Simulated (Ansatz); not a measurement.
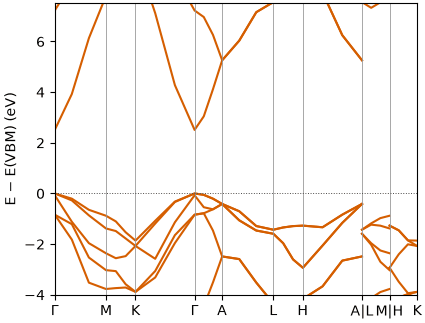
Figure. Band structure from HSE06 (plane waves, PAW; program Ansatz)

Task: Read off the gap and where the band edges lie.

Result: About 2.5 eV (2.51 eV among the points solved); maximum at Γ, minimum at Γ.

The material is ZnO (wurtzite, P6_3mc).

The cell was relaxed with HSE06 under the symmetry of its start. The hybrid was solved on a coarse mesh, the path and, where they were found, the r²SCAN edge points; its band edges are the extreme levels among these.

Potentials: the later of the program's two PAW sets.
